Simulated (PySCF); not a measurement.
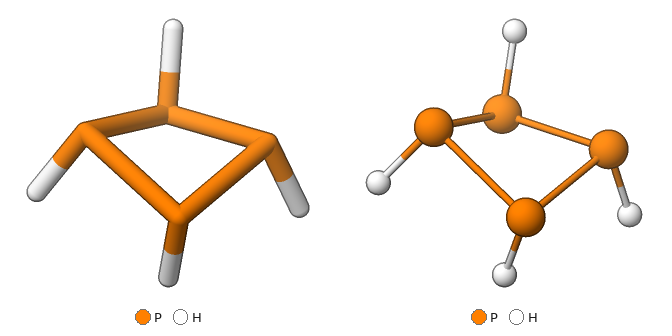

Both panels show the same species.

The geometry was computed by an optimisation with GFN2-xTB. No frequency run is at hand to confirm it as a minimum.

**Which formula does it have?**

P4H4, 8 atoms: 4 phosphorus and 4 hydrogen.

**What is its SMILES?**

P1PPP1

**Does it have rings?**

Independent rings (smallest set): 1 of 4 members.

**How many bonds of each kind are drawn?**

4 P–P, 4 P–H.

The parts below concern this one geometry. Atoms keep their numbers from picture to picture.

## Symmetry

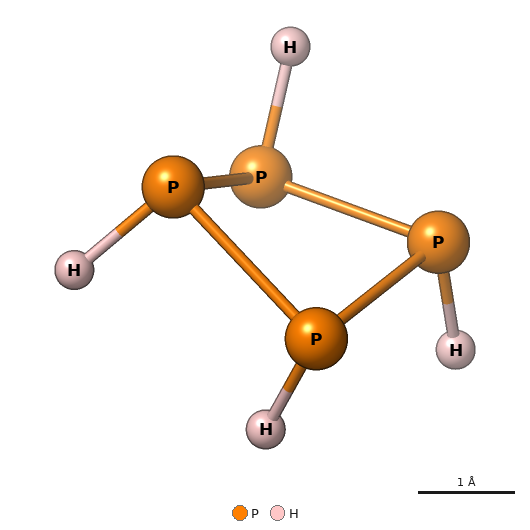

Atoms fade into the background with distance from the viewer. No frequency run is at hand to confirm it as a minimum. Masses are those of the most abundant isotopes; constants are for the rigid equilibrium geometry.

**Classify the rotor and give the rotational constants (MHz).**

An asymmetric top (Cs): A = 3077, B = 3024, C = 1669 MHz. Ray's parameter κ is 0.92, close to the oblate limit.

## Excitation

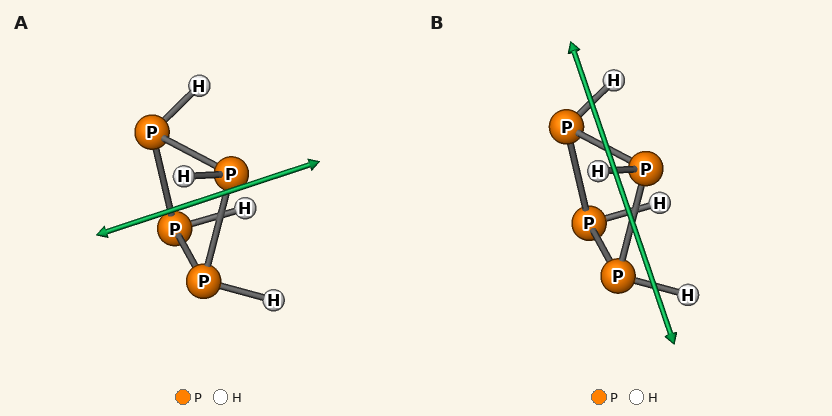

The double arrows show the directions of two transition dipoles from the ground state (lengths mean nothing). No frequency run is at hand to confirm it as a minimum. Level of theory: TDDFT CAM-B3LYP/def2-SVPD, vertical, gas phase, core orbitals frozen in the response (PySCF 2.14.0).

**One belongs to singlet state 5 and one to singlet state 6. Which is which?**

A: state 5, 5.12 eV (242 nm), oscillator strength 0.015, mainly HOMO−1 → LUMO (weight 0.83).
B: state 6, 5.31 eV (234 nm), oscillator strength 0.055, mainly HOMO−2 → LUMO (weight 0.91).

## Polarisability

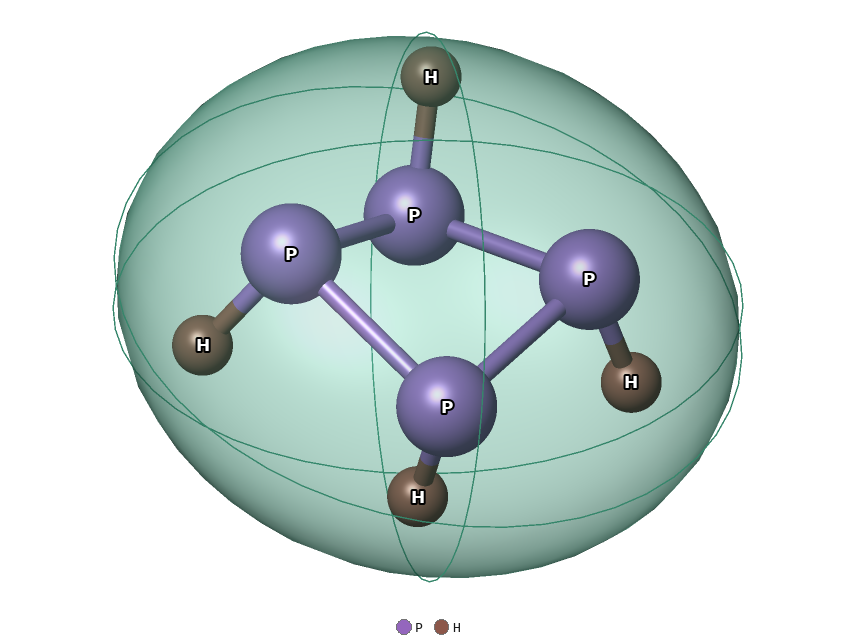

The ellipsoid shows the static dipole polarisability: its half-axes are proportional to the principal values. No frequency run is at hand to confirm it as a minimum. Level of theory: CAM-B3LYP/def2-SVPD (PySCF 2.14.0).

**How large and how anisotropic is the polarisability?**

Principal values 77.5, 108.8, 109.1 bohr³; mean 98.5 bohr³ (14.59 Å³); anisotropy 31.5 bohr³, so the longest axis is 1.41 times the shortest.

## Core levels

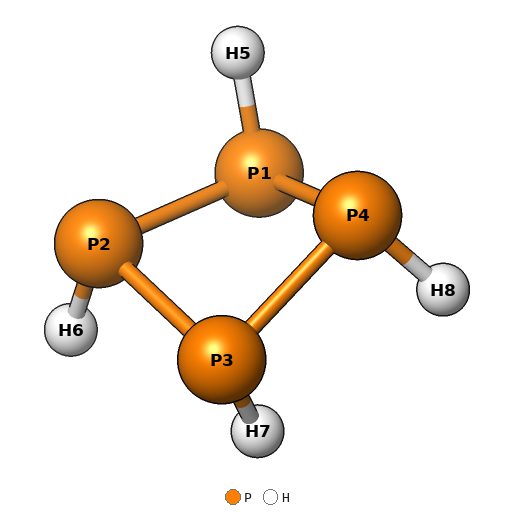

No frequency run is at hand to confirm it as a minimum. Method: delta-SCF UKS SCAN, pcX-2 on the ionised atom, pcseg-1 elsewhere, spin-free X2C (PySCF 2.14.0).

Give the core-electron binding energies (to vacuum; p and d levels without spin–orbit splitting) of P1 1s, P1 2p.

```
atom  level  binding energy (eV)
  P1     1s               2149.9
  P1     2p                136.7
```

The geometry is semi-empirical. Around P such bond lengths and angles can be off by a tenth of an ångström or more and by several degrees, and values that hang on the shape move with them.
